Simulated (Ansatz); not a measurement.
**AlH2SOF (SMILES [OH][Al]([F])[SH]): CCSD/6-311+G(d,p)**

What is the vertical ionisation energy of AlH2SOF at CCSD/6-311+G**? 

The calculation is run with Ansatz 0.2.0.

57 further runs of the same task are left out: 57 set aside as unsound or not needed. Runs told in other sessions of the task aren't counted.

### 1 The structure to begin with

The species is AlH2SOF (6 atoms), meant as a singlet with charge 0. SMILES: `[OH][Al]([F])[SH]`. Geometry: relaxed at PBE0-D4/def2-TZVP. This is one conformer, not always the lowest.

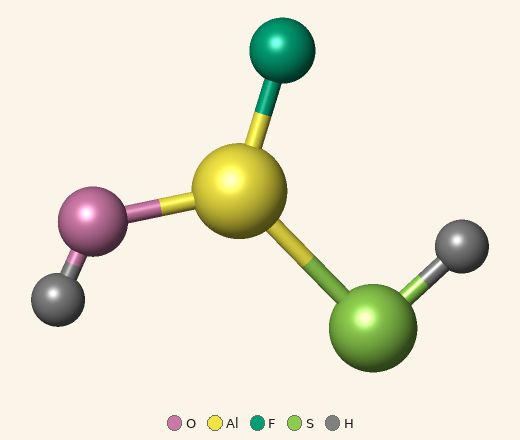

Viewed from a chosen angle; oxygen pink, aluminium yellow, fluorine teal, sulfur green, hydrogen grey.

### 2 The energy at CCSD/6-311+G(d,p)

Contents of job.yaml:

```yaml
basis:
  gaussian: {orbitals: 6-311+G_st__st_-spherical.json}
crystal:
  periodic: [false, false, false]
  atoms:
    - {symbol: O, position_ang: [1.399600, -0.456300, -1.028900]}
    - {symbol: Al, position_ang: [0.238600, -0.260800, 0.168100]}
    - {symbol: F, position_ang: [0.421300, -1.101000, 1.565700]}
    - {symbol: S, position_ang: [-1.478600, 1.043100, -0.050300]}
    - {symbol: H, position_ang: [1.392200, -0.019300, -1.877900]}
    - {symbol: H, position_ang: [-1.931000, 0.730400, 1.177100]}
correlation: {method: ccsd, frozen_orbitals: {Al: 5, F: 1, H: 0, O: 1, S: 5}}
scf: {omitted_lower_state_checks: [cluster_reference, increment]}
accuracy: high
```

The basis set 6-311+G** is read from a file made from the Basis Set Exchange's data (not shown).

Started as:

```sh
$ ansatz run job.yaml --threads 1 --pin off --max-ram 2610MiB --events-out events.jsonl --progress --plain --runs-dir runs
```

The program printed:

```text
Warning: RAYON_NUM_THREADS=1 ignored (pool sized by the plan → 1); use --threads N
Functional definition: HF
  name "HF"
  exchange = exact_x
  correlation = 0
these checks for a lower state are left out or cut short: cluster_reference, increment
2024 factors; integrals over basis functions are off by at most 8.4e-9 eV
mean field evaluation 1: about -22177.5011 eV, gradient 4.9e1 eV
mean field evaluation 2: about -22177.5368 eV, gradient 4.9e1 eV
mean field evaluation 4: about -22181.7238 eV, gradient 2.5e0 eV
mean field evaluation 8: about -22181.7627 eV, gradient 2.9e-1 eV
mean field evaluation 16: about -22181.7631 eV, gradient 2.1e-8 eV
mean field -22181.76314026 eV, -815.1647600653 hartree, gradient 2.1e-8 eV, S^2 0.000000; 0 other end points of the search recorded, 0 dependent functions left out
12 core orbitals not correlated: weight in the atoms' cores, before any rotation towards them, 1.000 or more for the frozen orbitals, at most 0.000 for the correlated occupied ones
reference -22181.76314026 eV, -815.1647600653 hartree; 12, 12 occupied and 92, 92 virtual orbitals, 2024 factors
second order -16.52218645 eV of doubles, -0.00000000 eV of singles
cycle   1  -16.54542409 eV  change   -2.3e-2 eV  update   9.6e-2
cycle   2  -16.93792186 eV  change   -3.9e-1 eV  update   2.8e-2
cycle   3  -17.04261716 eV  change   -1.0e-1 eV  update   1.5e-2
cycle   4  -17.03278536 eV  change    9.8e-3 eV  update   3.0e-3
cycle   5  -17.03092298 eV  change    1.9e-3 eV  update   1.2e-3
cycle   6  -17.03143561 eV  change   -5.1e-4 eV  update   3.6e-4
cycle   7  -17.03117289 eV  change    2.6e-4 eV  update   1.2e-4
cycle   8  -17.03111877 eV  change    5.4e-5 eV  update   3.8e-5
cycle   9  -17.03113989 eV  change   -2.1e-5 eV  update   1.4e-5
cycle  10  -17.03114231 eV  change   -2.4e-6 eV  update   5.0e-6
cycle  11  -17.03113592 eV  change    6.4e-6 eV  update   2.0e-6
cycle  12  -17.03113788 eV  change   -2.0e-6 eV  update   7.4e-7
cycle  13  -17.03113818 eV  change   -3.0e-7 eV  update   2.5e-7
cycle  14  -17.03113850 eV  change   -3.2e-7 eV  update   1.0e-7
cycle  15  -17.03113863 eV  change   -1.3e-7 eV  update   4.5e-8
cycle  16  -17.03113864 eV  change   -1.3e-8 eV  update   2.5e-8
cycle  17  -17.03113863 eV  change    7.1e-9 eV  update   1.1e-7
cycle  18  -17.03113871 eV  change   -7.1e-8 eV  update   2.6e-8
cycle  19  -17.03113871 eV  change   -7.0e-9 eV  update   8.3e-9
cycle  20  -17.03113871 eV  change  -7.5e-10 eV  update   3.0e-9
cycle  21  -17.03113871 eV  change  -7.5e-10 eV  update   1.0e-9
Total energy: -22198.79427897 eV, -815.7906428690 hartree
Checks for a lower state left out: cluster_reference, increment
```

Wall time 7.8 s (1 thread of AMD EPYC 9R45 (Zen 5), shared host); peak memory 0.92 GiB.

### 3 The doublet cation at the same level

Contents of input.yaml:

```yaml
crystal:
  periodic: [false, false, false]
  atoms:
    - {symbol: O, position_ang: [1.399600, -0.456300, -1.028900]}
    - {symbol: Al, position_ang: [0.238600, -0.260800, 0.168100]}
    - {symbol: F, position_ang: [0.421300, -1.101000, 1.565700]}
    - {symbol: S, position_ang: [-1.478600, 1.043100, -0.050300]}
    - {symbol: H, position_ang: [1.392200, -0.019300, -1.877900]}
    - {symbol: H, position_ang: [-1.931000, 0.730400, 1.177100]}
basis:
  gaussian: {orbitals: 6-311+G_st__st_-spherical.json}
total_charge: 1
magnetization: {spin_polarized: true, initial_magnetization: 1}
correlation: {method: ccsd, frozen_orbitals: {Al: 5, F: 1, H: 0, O: 1, S: 5}}
accuracy: high
scf: {omitted_lower_state_checks: [cluster_reference, increment]}
```

The basis set 6-311+G** is read from a file made from the Basis Set Exchange's data (not shown).

Started as:

```sh
$ ansatz run input.yaml --threads 1 --pin off --max-ram 2610MiB --events-out events.jsonl --progress --plain --runs-dir runs
```

The program printed:

```text
Warning: RAYON_NUM_THREADS=1 ignored (pool sized by the plan → 1); use --threads N
Functional definition: HF
  name "HF"
  exchange = exact_x
  correlation = 0
these checks for a lower state are left out or cut short: cluster_reference, increment
2023 factors; integrals over basis functions are off by at most 8.4e-9 eV
mean field evaluation 1: about -22161.9843 eV, gradient 5.4e1 eV
mean field evaluation 2: about -22161.9913 eV, gradient 5.4e1 eV
mean field evaluation 4: about -22172.1122 eV, gradient 3.0e0 eV
mean field evaluation 8: about -22172.1930 eV, gradient 1.6e-1 eV
mean field evaluation 16: about -22170.3179 eV, gradient 1.3e0 eV
mean field evaluation 32: about -22170.5663 eV, gradient 3.0e0 eV
mean field -22172.19358999 eV, -814.8130855794 hartree, gradient 1.7e-8 eV, S^2 0.759708; 4 other end points of the search recorded, 0 dependent functions left out
12 core orbitals not correlated: weight in the atoms' cores, before any rotation towards them, 1.000 or more for the frozen orbitals, at most 0.000 for the correlated occupied ones
reference -22172.19358999 eV, -814.8130855794 hartree; 12, 11 occupied and 92, 93 virtual orbitals, 2023 factors
second order -15.82098930 eV of doubles, -0.00000000 eV of singles
cycle   1  -15.86754351 eV  change   -4.7e-2 eV  update   1.1e-1
cycle   2  -16.28025980 eV  change   -4.1e-1 eV  update   3.3e-2
cycle   3  -16.40874998 eV  change   -1.3e-1 eV  update   2.1e-2
cycle   4  -16.40797925 eV  change    7.7e-4 eV  update   6.5e-3
cycle   5  -16.40421024 eV  change    3.8e-3 eV  update   5.2e-3
cycle   6  -16.40607104 eV  change   -1.9e-3 eV  update   3.2e-3
cycle   7  -16.40653286 eV  change   -4.6e-4 eV  update   2.0e-3
cycle   8  -16.40625296 eV  change    2.8e-4 eV  update   7.9e-4
cycle   9  -16.40664564 eV  change   -3.9e-4 eV  update   4.0e-4
cycle  10  -16.40661848 eV  change    2.7e-5 eV  update   1.3e-4
cycle  11  -16.40653070 eV  change    8.8e-5 eV  update   9.5e-5
cycle  12  -16.40661609 eV  change   -8.5e-5 eV  update   4.0e-5
cycle  13  -16.40660750 eV  change    8.6e-6 eV  update   2.2e-5
cycle  14  -16.40661973 eV  change   -1.2e-5 eV  update   7.7e-6
cycle  15  -16.40662535 eV  change   -5.6e-6 eV  update   3.2e-6
cycle  16  -16.40662474 eV  change    6.2e-7 eV  update   1.2e-6
cycle  17  -16.40662486 eV  change   -1.3e-7 eV  update   5.3e-7
cycle  18  -16.40662491 eV  change   -4.8e-8 eV  update   2.4e-7
cycle  19  -16.40662490 eV  change    1.4e-8 eV  update   1.0e-7
cycle  20  -16.40662488 eV  change    1.2e-8 eV  update   6.1e-8
cycle  21  -16.40662492 eV  change   -3.7e-8 eV  update   4.1e-8
cycle  22  -16.40662491 eV  change    1.3e-8 eV  update   1.0e-7
cycle  23  -16.40662499 eV  change   -8.7e-8 eV  update   3.3e-8
cycle  24  -16.40662500 eV  change   -1.8e-9 eV  update   2.2e-8
cycle  25  -16.40662500 eV  change   -4.0e-9 eV  update   1.7e-8
cycle  26  -16.40662500 eV  change  -3.9e-10 eV  update   1.3e-8
cycle  27  -16.40662500 eV  change    5.2e-9 eV  update   7.5e-9
cycle  28  -16.40662499 eV  change    2.2e-9 eV  update   3.1e-9
cycle  29  -16.40662499 eV  change  -1.3e-11 eV  update   1.6e-9
Total energy: -22188.60021498 eV, -815.4160179271 hartree
Checks for a lower state left out: cluster_reference, increment
```

Run time: 34 s. Hardware: 1 thread of AMD EPYC 9R45 (Zen 5), shared host; peak memory 2 GiB.

### 4 Summary of results

Level: CCSD/6-311+G**, 12 core orbitals frozen.

```
                                                     quantity          value
                                singlet AlH2SOF: total energy  -815.79064 Eh
singlet AlH2SOF: correlation energy (12 core orbitals frozen)     -625.9 mEh
                               singlet AlH2SOF: T1 diagnostic          0.014
                                 doublet cation: total energy  -815.41602 Eh
 doublet cation: correlation energy (12 core orbitals frozen)     -602.9 mEh
            doublet cation: ⟨S²⟩ of the reference determinant          0.760
                                doublet cation: T1 diagnostic          0.017
           vertical ionisation energy (to the doublet cation)      10.194 eV
```

Removing an electron at fixed nuclei costs 10.19 eV (235 kcal/mol).
